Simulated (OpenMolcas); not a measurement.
# Mo³⁺ complex: multiconfigurational calculation (part 2 of 2)

Continued. System: Mo³⁺ with 6 ligands (Br; octahedron, 2.6 Å), neutralised by 6 outer point charges of +0.5 e, whose field is part of the energies. Method: state-averaged CASSCF, active space 3 electrons in the shell 4d, basis ANO-RCC-VDZP on the metal and ANO-RCC-VDZP on the ligands, DKH2 scalar Hamiltonian, spin-orbit coupling by RASSI with atomic mean-field integrals (OpenMolcas).

## Output (extracts), continued
```
--- RASSI ---
SPIN-FREE ENERGIES:
  (Shifted by EMIN (a.u.) =     -19672.6592038974)

 SF State       Relative EMIN(au)   Rel lowest level(eV)    D:o, cm**(-1)

     1             0.0000000000        0.0000000000              0.0000
    11             0.0608538883        1.6559186586          13355.8847
    12             0.0608538883        1.6559186586          13355.8847
    13             0.0633894220        1.7249140458          13912.3700
    14             0.0633894220        1.7249140458          13912.3700
    15             0.0633894220        1.7249140458          13912.3700
     2             0.0748865393        2.0377665450          16435.6956
     3             0.0748865393        2.0377665450          16435.6956
     4             0.0748865393        2.0377665450          16435.6956
    16             0.0915790497        2.4919928921          20099.2782
    17             0.0915790497        2.4919928921          20099.2782
    18             0.0915790497        2.4919928921          20099.2782
     5             0.1038431697        2.8257166004          22790.9414
     6             0.1038431697        2.8257166004          22790.9414
     7             0.1038431697        2.8257166004          22790.9414
    19             0.1235219826        3.3612043789          27109.9416
    20             0.1284123087        3.4942769304          28183.2441
    21             0.1284123087        3.4942769304          28183.2441
    22             0.1284123087        3.4942769304          28183.2441
    23             0.1333556479        3.6287920427          29268.1817
    24             0.1333556479        3.6287920427          29268.1817
    25             0.1333556479        3.6287920427          29268.1817
    26             0.1409046721        3.8342114552          30925.0010
    27             0.1409046721        3.8342114552          30925.0010
    28             0.1499676204        4.0808268430          32914.0882
    29             0.1499676204        4.0808268430          32914.0882
    30             0.1499676204        4.0808268430          32914.0882
    10             0.1656346537        4.5071485374          36352.6046
     9             0.1656346537        4.5071485374          36352.6046
     8             0.1656346537        4.5071485374          36352.6046
    31             0.1731881774        4.7126903896          38010.4114
    32             0.1731881774        4.7126903896          38010.4114
    33             0.1731881774        4.7126903896          38010.4114
    34             0.1792658787        4.8780730669          39344.3127
    35             0.2037246123        5.5436291123          44712.3842
    36             0.2037246123        5.5436291123          44712.3842
    37             0.2037246123        5.5436291123          44712.3842
    38             0.2076316820        5.6499458958          45569.8869
    39             0.2076316820        5.6499458958          45569.8869
    40             0.2076316820        5.6499458958          45569.8869
Eigenvalues of complex Hamiltonian:
   -----------------------------------
  (Shifted by EMIN (a.u.) =     -19672.6592038974)

 SO State       Relative EMIN(au)   Rel lowest level(eV)    D:o, cm**(-1)

     1            -0.0003537707        0.0000000000              0.0000
     2            -0.0003537707        0.0000000001              0.0000
     3            -0.0003537707        0.0000000001              0.0000
     4            -0.0003537707        0.0000000000              0.0000
     5             0.0599168972        1.6400484222          13227.8826
     6             0.0599168972        1.6400484222          13227.8826
     7             0.0599168972        1.6400484220          13227.8826
     8             0.0599168972        1.6400484220          13227.8826
     9             0.0624528985        1.7090565332          13784.4706
    10             0.0624528985        1.7090565332          13784.4706
    11             0.0624528985        1.7090565342          13784.4706
    12             0.0624528985        1.7090565342          13784.4706
    13             0.0633605987        1.7337563139          13983.6877
    14             0.0633605987        1.7337563139          13983.6877
    15             0.0732260929        2.0022100874          16148.9134
    16             0.0732260929        2.0022100874          16148.9134
    17             0.0740205721        2.0238289693          16323.2815
    18             0.0740205721        2.0238289693          16323.2815
    19             0.0740205721        2.0238289690          16323.2815
    20             0.0740205721        2.0238289690          16323.2815
    21             0.0758545533        2.0737341392          16725.7938
    22             0.0758545533        2.0737341392          16725.7938
    23             0.0758638562        2.0739872830          16727.8356
    24             0.0758638562        2.0739872830          16727.8356
    25             0.0758638562        2.0739872825          16727.8356
    26             0.0758638562        2.0739872825          16727.8356
    27             0.0914430597        2.4979190069          20147.0755
    28             0.0914430597        2.4979190069          20147.0755
    29             0.0914430597        2.4979190082          20147.0755
    30             0.0914430597        2.4979190082          20147.0755
    31             0.0917476734        2.5062079678          20213.9305
    32             0.0917476734        2.5062079678          20213.9305
    33             0.1035603288        2.8276466980          22806.5087
    34             0.1035603288        2.8276466980          22806.5087
    35             0.1041017630        2.8423798717          22925.3397
    36             0.1041017630        2.8423798720          22925.3397
    37             0.1041017630        2.8423798717          22925.3397
    38             0.1041017630        2.8423798720          22925.3397
    39             0.1041447800        2.8435504256          22934.7809
    40             0.1041447800        2.8435504256          22934.7809
    41             0.1041447800        2.8435504252          22934.7809
Weights of the five most important spin-orbit-free states for each spin-orbit state.

 SO State  Total energy (au)           Spin-free states, spin, and weights
 -------------------------------------------------------------------------------------------------------
    1        -0.000354       1 1.5  0.9958   16 0.5  0.0011    2 1.5  0.0010    3 1.5  0.0009   17 0.5  0.0004
    2        -0.000354       1 1.5  0.9958    4 1.5  0.0012   18 0.5  0.0009   17 0.5  0.0008    2 1.5  0.0005
    3        -0.000354       1 1.5  0.9958    4 1.5  0.0012   18 0.5  0.0009   17 0.5  0.0008    3 1.5  0.0004
    4        -0.000354       1 1.5  0.9958   16 0.5  0.0011    3 1.5  0.0010    2 1.5  0.0009   17 0.5  0.0004
    5         0.059917      12 0.5  0.7153   11 0.5  0.2381    4 1.5  0.0183    2 1.5  0.0138    3 1.5  0.0067
    6         0.059917      12 0.5  0.7153   11 0.5  0.2381    4 1.5  0.0183    2 1.5  0.0138    3 1.5  0.0067
    7         0.059917      11 0.5  0.7153   12 0.5  0.2381    3 1.5  0.0192    2 1.5  0.0121    4 1.5  0.0076
    8         0.059917      11 0.5  0.7153   12 0.5  0.2381    3 1.5  0.0192    2 1.5  0.0121    4 1.5  0.0076
    9         0.062453      15 0.5  0.5941   14 0.5  0.2392   13 0.5  0.1423   16 0.5  0.0069   17 0.5  0.0050
   10         0.062453      15 0.5  0.5925   14 0.5  0.2399   13 0.5  0.1432   16 0.5  0.0069   17 0.5  0.0050
   11         0.062453      13 0.5  0.5081   14 0.5  0.4113   15 0.5  0.0563   18 0.5  0.0078    3 1.5  0.0033
   12         0.062453      13 0.5  0.5072   14 0.5  0.4104   15 0.5  0.0580   18 0.5  0.0078    3 1.5  0.0033
```

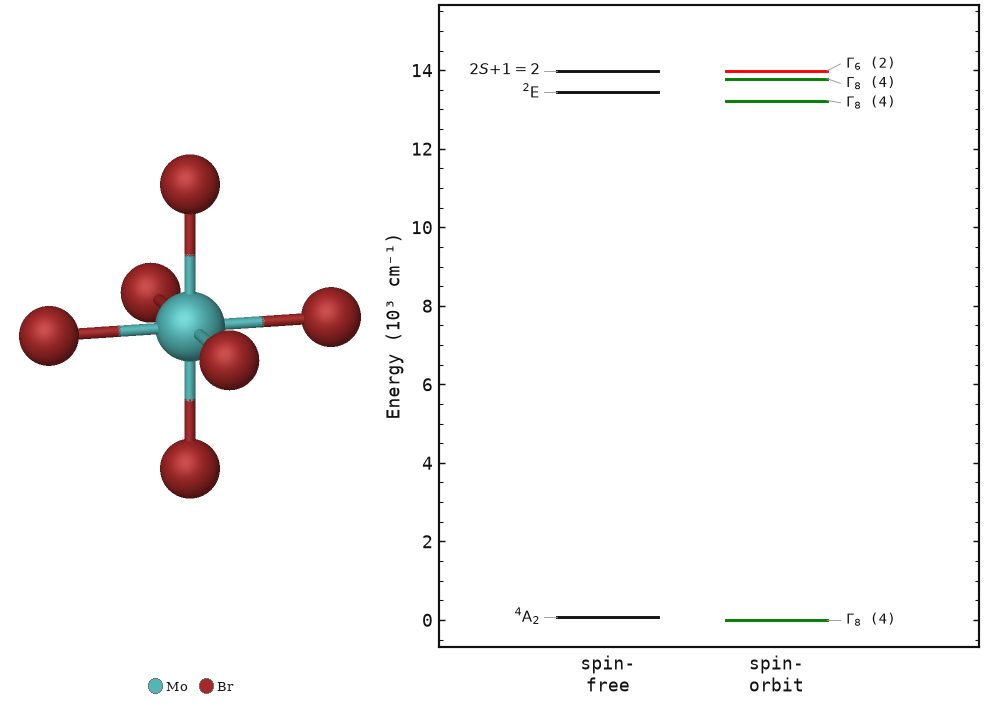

Figure 2. Mo³⁺ (4d³) with 6 ligands, Br⁻, at 2.6 Å (arrangement: octahedron, Oh), neutralised by outer point charges of +0.5 e, and its levels. Labels give the representation in O, Td, D4 or D3 as the site allows (double group for half-integer spin) where it could be assigned and, in brackets, the degeneracy; spin-free states, where drawn, share the zero of the spin-orbit levels. The ground level is Γ₈, 4-fold degenerate, 100 % from states of spin multiplicity 4. The next level lies at 13,200 cm⁻¹ (Γ₈). The lowest spin-free state is ⁴A₂. The active orbitals hold 76 to 92 % metal character (Löwdin), and the Mulliken charge of the metal is +1.03.

## Results in brief

- outcome: converged
- energy of the lowest spin-free term: −19672.65920 hartree
- energy of the lowest spin-orbit level: −19672.65956 hartree
- largest spread among components of a term: 0.0 cm⁻¹
- hardware: 1 thread of Intel Xeon @ 2.90GHz (Ice Lake), 16 GiB of memory available, shared host
- wall time: 71 s

## Remarks

Without dynamic correlation the splittings between terms come out too large, often by 20 to 50 %. Limits: covalent bonds, ligand orbitals missing from the active space; distances are set from ionic radii, not optimised.
